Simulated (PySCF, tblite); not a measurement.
# C7H7F2 radical: geometry, infrared bands and EPR parameters

What infrared bands and EPR parameters should C7H7F2 radical (`C[C@@H]1[CH]C(F)=C(F)C=C1`) show?

Programs: tblite 0.8.0 and PySCF 2.14.0, with density-fitted response routines of our own. Each step states its level of theory. These are calculated values for one molecule in the gas phase, unless marked as measured. Atoms count from 0, in the outputs and in this text.

## (1) The molecule as given

16 atoms, charge 0, multiplicity 2; geometry from: force field or distance geometry start.

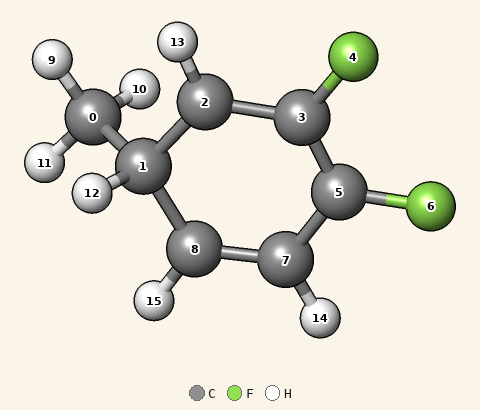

As it starts; carbon grey, fluorine green, hydrogen white, atoms numbered.

## (2) Geometry optimisation with GFN2-xTB

The job: settings as JSON, then the geometry in Å.

```
{"job": {"kind": "relax", "xc": "GFN2-xTB", "basis": "xTB"}, "charge": 0, "multiplicity": 2}
C     -1.951600    -0.481000    -0.402300
C     -0.801400    -0.118100     0.514100
C     -0.266500     1.249900     0.194700
C      1.099200     1.435900    -0.203100
F      1.505200     2.674500    -0.497300
C      1.950400     0.400000    -0.245900
F      3.241500     0.593500    -0.608100
C      1.550100    -0.935100     0.097600
C      0.279100    -1.199500     0.452100
H     -2.768100     0.262000    -0.319600
H     -1.647300    -0.522800    -1.452300
H     -2.389200    -1.457000    -0.138400
H     -1.174400    -0.095100     1.565600
H     -0.909200     2.125200     0.255900
H      2.291300    -1.712800     0.052500
H     -0.016600    -2.210700     0.723000
```

Command:

```console
$ OMP_NUM_THREADS=1 python probes_run.py task.json out
```

One launch serves the whole session: the jobs run in the order shown.

The log of the run:

```text
step      E/eV     max force
  0    -760.40096    4.139
  1    -760.61376    0.840
  2    -760.63277    0.341
  3    -760.64056    0.246
  4    -760.64832    0.235
  5    -760.65057    0.112
  6    -760.65197    0.113
  7    -760.65331    0.110
  8    -760.65420    0.086
  9    -760.65456    0.047
 10    -760.65471    0.035
 11    -760.65485    0.041
 12    -760.65503    0.045
 13    -760.65519    0.041
 14    -760.65531    0.026
 15    -760.65540    0.024
 16    -760.65550    0.027
 17    -760.65558    0.028
 18    -760.65563    0.015
 19    -760.65566    0.015
 20    -760.65569    0.013
 21    -760.65571    0.012
 22    -760.65572    0.007
```

It took 0.14 s on 1 thread of Arm Neoverse V1, shared host.

Step by step:

```
step  energy from step 0 (eV)  largest force (eV/Å)
   0                   0.0000                4.1393
   1                  -0.2128                0.8403
   2                  -0.2318                0.3408
   3                  -0.2396                0.2457
   4                  -0.2474                0.2348
   5                  -0.2496                0.1118
   6                  -0.2510                0.1132
   7                  -0.2523                0.1100
   8                  -0.2532                0.0855
   9                  -0.2536                0.0469
  10                  -0.2537                0.0346
  11                  -0.2539                0.0406
  12                  -0.2541                0.0448
  13                  -0.2542                0.0412
  14                  -0.2543                0.0260
  15                  -0.2544                0.0243
  16                  -0.2545                0.0271
  17                  -0.2546                0.0277
  18                  -0.2547                0.0152
  19                  -0.2547                0.0153
  20                  -0.2547                0.0128
  21                  -0.2547                0.0124
  22                  -0.2548                0.0073
```

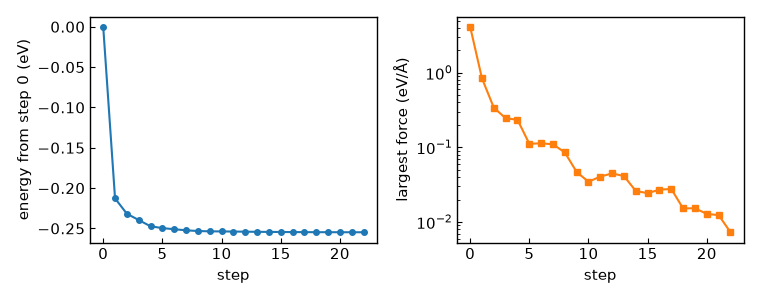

Energy and force, step by step.

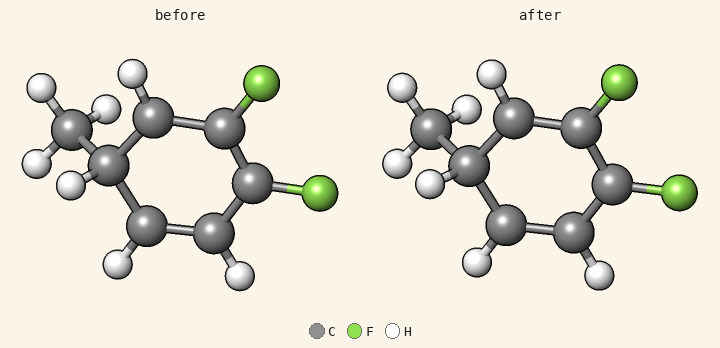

Before and after, at one scale.

Distances of close pairs at the start and the end, largest changes first:

```
  bond  before (Å)  after (Å)  change (Å)
 C2–C3       1.435      1.354      -0.080
 C3–C5       1.341      1.407      +0.065
 C1–C8       1.530      1.493      -0.037
 C5–C7       1.436      1.402      -0.034
 C0–C1       1.515      1.546      +0.032
 C0–H9       1.107      1.087      -0.020
C0–H11       1.102      1.087      -0.015
C1–H12       1.116      1.104      -0.012
```

The end geometry stands in the next job.

## (3) Infrared spectrum with GFN2-xTB

The job: settings as JSON, then the geometry in Å.

```
{"job": {"kind": "ir", "xc": "GFN2-xTB", "basis": "xTB"}, "charge": 0, "multiplicity": 2}
C     -1.957223    -0.473120    -0.401971
C     -0.773465    -0.116162     0.526705
C     -0.241624     1.236438     0.191648
C      1.046303     1.431442    -0.178250
F      1.468470     2.673664    -0.488431
C      1.965349     0.368169    -0.243268
F      3.238319     0.588132    -0.615469
C      1.553683    -0.930175     0.088369
C      0.275493    -1.176237     0.463123
H     -2.740566     0.274944    -0.315764
H     -1.619766    -0.510712    -1.434337
H     -2.366076    -1.443008    -0.131588
H     -1.190118    -0.089247     1.548203
H     -0.919241     2.074181     0.227268
H      2.286567    -1.720680     0.037926
H     -0.033703    -2.178686     0.714423
```

The log of the run:

```text
mode    cm-1     km/mol
  1      65.5      0.07
  2     159.0      0.08
  3     210.0      0.24
  4     245.6      2.86
  5     252.3      1.23
  6     305.0      1.37
  7     380.2      1.06
  8     390.3      0.55
  9     469.8      3.59
 10     516.8     10.87
 11     533.7      5.17
 12     589.3      0.62
 13     742.6     25.78
 14     751.9     34.71
 15     762.0      7.26
 16     772.7     27.55
 17     891.3     16.96
 18     901.5     12.60
 19     974.4      5.62
 20    1022.9      5.48
 21    1044.3     11.20
 22    1091.1     37.60
 23    1139.3      7.69
 24    1163.9     42.31
 25    1216.9      7.64
 26    1233.3      7.27
 27    1251.0    107.35
 28    1314.8      2.49
 29    1375.8     35.68
 30    1392.4      9.48
 31    1416.4    115.81
 32    1487.5      4.89
 33    1494.4      4.81
 34    1527.2     61.59
 35    1595.9     10.42
 36    2807.5     30.05
 37    3044.6     21.01
 38    3046.0     24.50
 39    3049.3     17.16
 40    3092.9      7.61
 41    3105.2     17.85
 42    3110.6      4.25
```

It took 0.52 s on 1 thread of Arm Neoverse V1, shared host.

Which atoms move in the most intense modes:

```
cm⁻¹  km/mol                                atoms
 752    34.7  F6 25 %, C2 23 %, C8 11 %, H15 11 %
1091    37.6          H12 22 %, C1 11 %, H14 10 %
1164    42.3          H15 25 %, H14 25 %, C3 22 %
1251   107.3          C5 24 %, H15 18 %, H12 11 %
1376    35.7            C5 34 %, C3 28 %, C7 21 %
1416   115.8   C5 31 %, C8 15 %, C7 12 %, C3 11 %
1527    61.6   C2 25 %, C8 22 %, C3 22 %, C7 15 %
2808    30.1                             H12 93 %
```

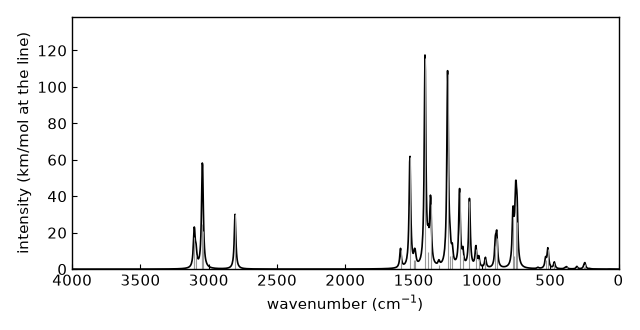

The infrared spectrum from these modes, unscaled. Lines are broadened to a width of 14 cm⁻¹ (Lorentzian).

## (4) g tensor and hyperfine couplings: B3LYP/pcH-1

Settings changed since step 3:

```diff
@@ -1,2 +1,2 @@
-{"job": {"kind": "ir", "xc": "GFN2-xTB", "basis": "xTB"}, "charge": 0, "multiplicity": 2}
+{"job": {"kind": "epr", "basis": "pcH-1"}, "charge": 0, "multiplicity": 2}
 C     -1.957223    -0.473120    -0.401971
```

With the program's defaults for keys left out, this is: UKS B3LYP, pcH-1 on C F H, non-relativistic, mean-field spin-orbit, GIAO.

The log of the run:

```text
UKS, coarse grid
  cycle   1  E = -470.50685749  |g| = 5.07e-01
  cycle   2  E = -470.38339089  |g| = 7.79e-01
  cycle   3  E = -470.59786389  |g| = 1.03e-01
  cycle   4  E = -470.60250460  |g| = 5.05e-02
  cycle   5  E = -470.60384070  |g| = 1.76e-02
  cycle   6  E = -470.60403085  |g| = 7.10e-03
  cycle   7  E = -470.60409765  |g| = 3.32e-03
  cycle   8  E = -470.60411555  |g| = 2.09e-03
  cycle   9  E = -470.60412004  |g| = 4.87e-04
UKS, final grid
  cycle   1  E = -470.60409462  |g| = 7.14e-04
  cycle   2  E = -470.60409424  |g| = 1.17e-03
  cycle   3  E = -470.60409489  |g| = 9.49e-05
  cycle   4  E = -470.60409490  |g| = 5.20e-05
  cycle   5  E = -470.60409491  |g| = 3.57e-05
  cycle   6  E = -470.60409491  |g| = 1.02e-05
E = -470.60409491 Eh   <S^2> = 0.7843 (exact 0.7500)
g shifts (ppm)      1          2          3
  rmc          -174       -174       -174
  gc              2         36         32
  oz_so        -106       1110       1563
  total        -278        973       1420
hyperfine (MHz)  atom isotope    a_iso     a_fc   dipolar eigenvalues
    0   13C      91.56      91.56     -5.32     -5.20     10.53
    1   13C     -30.85     -30.85     -1.22     -0.39      1.61
    2   13C      36.25      36.25    -33.89    -31.75     65.64
    3   13C     -43.27     -43.27    -25.17     11.65     13.52
    4   19F     -25.92     -25.92    -67.40     24.91     42.50
    5   13C      56.24      56.24    -47.05    -46.54     93.58
    6   19F      87.11      87.11   -160.75   -132.29    293.04
    7   13C     -37.30     -37.30    -23.75     10.38     13.38
    8   13C      37.34      37.34    -34.03    -31.81     65.84
    9    1H      -0.17      -0.17     -3.41     -1.84      5.25
   10    1H      -4.59      -4.59     -3.18     -2.45      5.63
   11    1H      -0.16      -0.16     -3.42     -1.83      5.26
   12    1H     137.40     137.40     -3.52     -0.49      4.01
   13    1H     -27.70     -27.70    -16.09     -0.87     16.96
   14    1H       9.96       9.96     -4.05     -1.17      5.22
   15    1H     -28.16     -28.16    -16.10     -1.00     17.10
```

It took 1.7 min on 1 thread of Arm Neoverse V1, shared host; peak memory 0.98 GiB.

Principal g values 2.00204, 2.00329, 2.00374; g(iso) = 2.00302, against 2.00232 for a free electron.

Mean a(iso) over the nuclei that a row names, and the largest dipolar term of the row (other rows stand at the frozen geometry):

```
      nuclei  isotope  a(iso) (MHz)  a(iso) (G, at g = 2.0023)  largest dipolar term (MHz)
         H12       1H         137.4                       49.0                         4.0
          C0      13C          91.6                       32.7                        10.5
          F6      19F          87.1                       31.1                       293.0
          C5      13C          56.2                       20.1                        93.6
          C3      13C         -43.3                      -15.4                       -25.2
          C8      13C          37.3                       13.3                        65.8
          C7      13C         -37.3                      -13.3                       -23.8
          C2      13C          36.3                       12.9                        65.6
          C1      13C         -30.8                      -11.0                         1.6
         H15       1H         -28.2                      -10.0                        17.1
         H13       1H         -27.7                       -9.9                        17.0
          F4      19F         -25.9                       -9.2                       -67.4
         H14       1H          10.0                        3.6                         5.2
H9, H10, H11       1H          -1.6                       -0.6                         5.6
```

Mulliken spin populations:

C0 0.04; C1 -0.08; C2 0.43; C3 -0.18; F4 -0.01; C5 0.49; F6 0.04; C7 -0.20; C8 0.43; H9 0.00; H10 0.00; H11 0.00; H12 0.05; H13 -0.02; H14 0.01; H15 -0.02

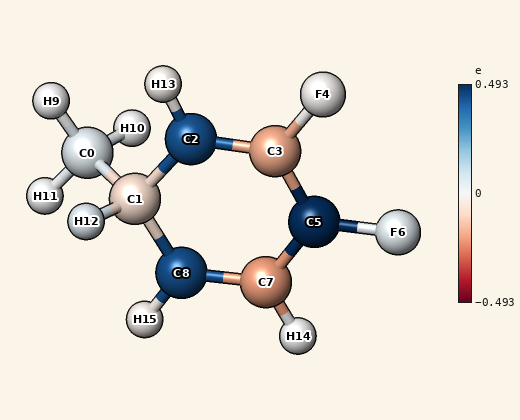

Mulliken spin populations, as colours on the atoms.

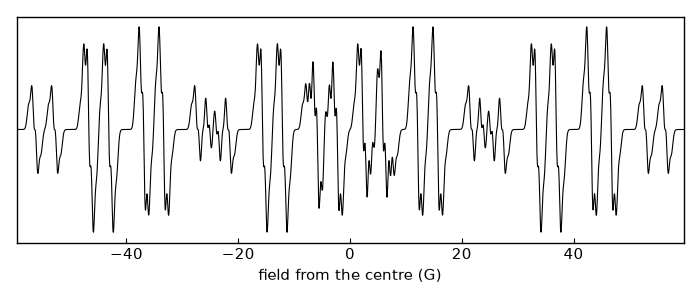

First-order isotropic spectrum (first derivative, main isotopes with spin only, couplings over 0.8 MHz, Gaussian width 0.3 G; couplings of the frozen geometry, rotation of groups not averaged beyond the rows shown).

The fields below are evaluated on a grid from the run's orbitals.

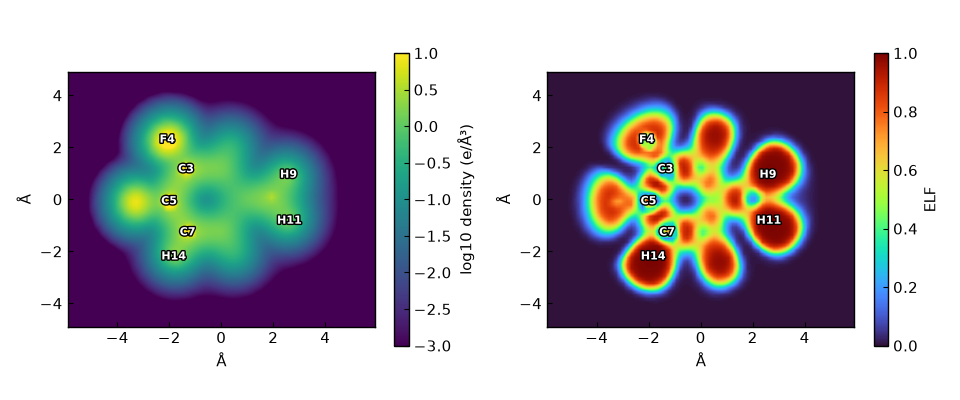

Density (left) and ELF (right) in a plane through or near 7 of the atoms.

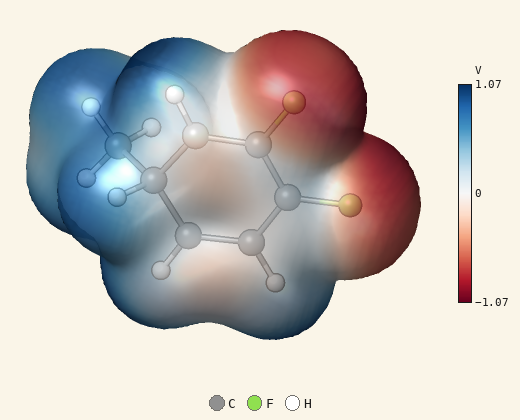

Electrostatic potential on the surface of density 0.002 e/bohr³; red is low, blue high. It runs from -0.92 V near F4 to 1.07 V near H15.

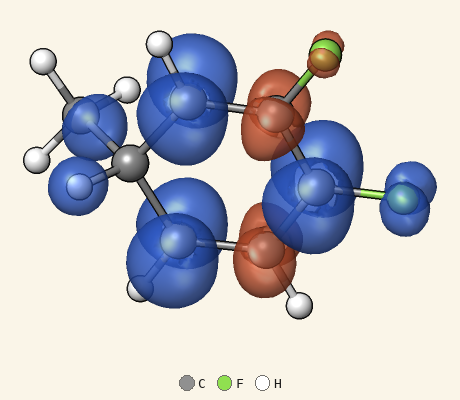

Spin density at ±0.03 e/Å³ (alpha excess blue, beta excess red).

## (5) What came out

```
                                 quantity                  value
strongest single infrared mode (GFN2-xTB)  1416 cm⁻¹, 116 km/mol
             zero-point energy (GFN2-xTB)          74.2 kcal/mol
                           g(iso) (B3LYP)                2.00302
                                     ⟨S²⟩     0.784 (exact 0.75)
       largest a(iso) (averaged by class)   1H on H12, 137.4 MHz
    surface potential, least and greatest     -0.92 V and 1.07 V
```

In words: The optimisation took 22 steps and gained 0.255 eV; among the close pairs (by a distance rule), C2–C3 changed most, from 1.435 to 1.354 Å. All 42 modes are real, so the xTB geometry is a minimum. The strongest single mode, at 1416 cm⁻¹, has its largest shares on C5, C8, C7 and C3 (the list is cut at 4 atoms). Unscaled tight-binding wavenumbers are off by several per cent, some by more. Its intensities can rank the bands wrongly. The largest spin populations lie on C5 (0.49 e), C8 (0.43 e), C2 (0.43 e). The isotropic g lies 0.7 ppt above the free-electron value.
